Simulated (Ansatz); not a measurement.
```tsv
atom	x (Å)	y (Å)	z (Å)
N	0.6245	0.1649	1.3609
B	0.7279	-0.4442	0.1220
Al	-0.7955	-0.0044	-1.2800
Cl	-0.9691	-0.7321	-3.2384
Cl	-2.3257	1.3134	-0.6634
H	-0.1243	0.7902	1.6145
H	1.2945	0.0255	2.1019
H	1.6598	-1.1704	-0.0735
```

Geometry: PBE0-D4/def2-TZVP.

All numbers below come from RKS PBE0-D4/def2-TZVPP (Ansatz 0.2.0).

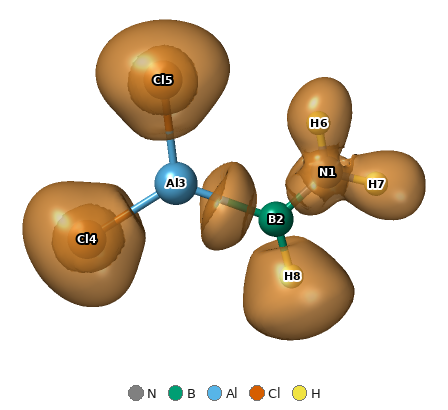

AlBCl2H3N (SMILES N[BH][Al]([Cl])[Cl]). Isosurface of the electron localisation function at 0.75 (orange), seen at a tilt. Only the valence region is drawn (cores and ρ < 0.01 e/Å³ removed).

> Identify the bonds, lone pairs and shells in this picture.

The surface consists of one region between bonded Al–B atoms (shared pairs), one region around a hydrogen nucleus, two regions on Cl in which the atom's valence shell and bonds are merged and one joined region spread over several atoms (H, N), in which their bonds and any lone pairs are merged. Along the contacts the grid gives the following. B–N (1.38 Å): the ELF peaks at about 0.95 between the atoms, as expected for a polar covalent bond. Al–Cl (2.10 Å): the ELF peaks at about 0.85 in the valence shell of Cl, 0.9 Å from its nucleus, and is about 0.80 at the midpoint.
